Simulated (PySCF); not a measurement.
## La³⁺: atomic calculation

- system: La³⁺, configuration 1s2 2s2 2p6 3s2 3p6 3d10 4s2 4p6 4d10 5s2 5p6, multiplicity 1.
- method: unrestricted HF, def2-QZVPPD with ECP46, scalar-relativistic core potential (PySCF)

**Results in brief**

- outcome: converged
- total energy (valence electrons, under a core potential): −29.865581 hartree
- SCF iterations: 1
- hardware: 1 CPU thread, shared host

**The input**
```python
from pyscf import gto, scf, dft, mp, cc
mol = gto.M(atom="La 0 0 0", charge=3, spin=0, symmetry="D2h",
            basis="def2-QZVPPD",
            ecp="def2-QZVPPD")
mf = scf.UHF(mol)
mf.irrep_nelec = {'Ag': (1, 1), 'B1u': (1, 1), 'B2u': (1, 1), 'B3u': (1, 1)}
mf.kernel()
```

The script is an equivalent of what the driver set up; the driver started from orbitals of its own, so the log can be shorter than this script's would be, and it computed the properties (radii, ⟨L²⟩, response) afterwards. It held the occupations shell by shell, which the script's counts by irreducible representation don't always enforce.

**Output (extracts)**
```
damping factor = 0
level_shift factor = 0
DIIS = <class 'pyscf.scf.diis.CDIIS'>
diis_start_cycle = 1
diis_space = 10
diis_damp = 0
SCF conv_tol = 1e-09
SCF conv_tol_grad = None
number electrons alpha = 4  beta = 4
cycle= 1 E= -29.8655811322989  delta_E= -1.69e-12  |g|= 2.18e-07  |ddm|= 3.42e-06
converged SCF energy = -29.8655811322989  <S^2> = -1.687539e-14  2S+1 = 1
```

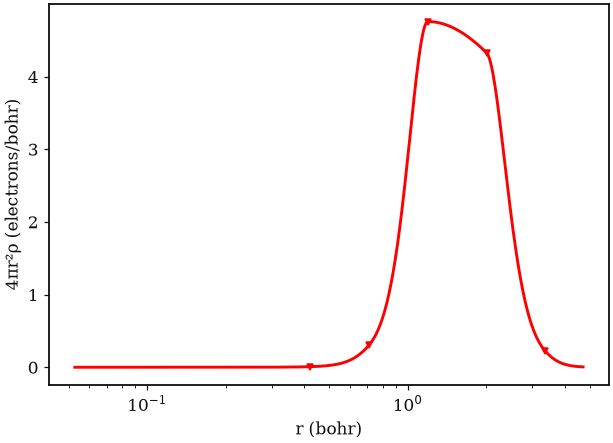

Spherically averaged radial density 4πr²ρ of the mean field (valence electrons alone, under a core potential); markers are the stored points, which are sparse, and the line is a monotone interpolation between them. The largest stored value is 4.76 electrons/bohr at r = 1.2 bohr. Root-mean-square radii of the shells: 5s 1.67, 5p 1.89 bohr.
